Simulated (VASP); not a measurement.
Band structure of Er (hcp). These are PBE GGA with spin-orbit coupling, VASP's PBE PAW potentials (set 64) (plane waves; VASP) values and carry that method's errors.

The 4f electrons are frozen in the core of the lanthanide potential, so 4f levels, which can set the real gap, and their magnetism are missing.

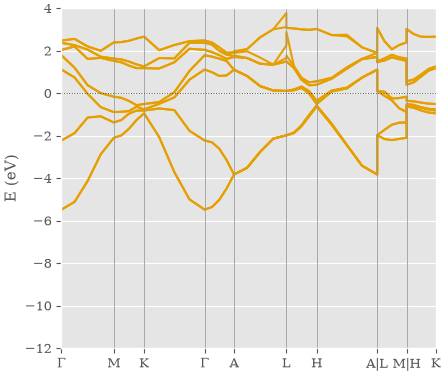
*Bands along high-symmetry lines, zero at the valence-band maximum or, without a gap, the Fermi level*

Q: Read the plot: is there a gap, and where are the band edges?

A: It has no gap at this level: it comes out as a metal or semimetal.

The compound is Er in the hcp structure. It was relaxed first.
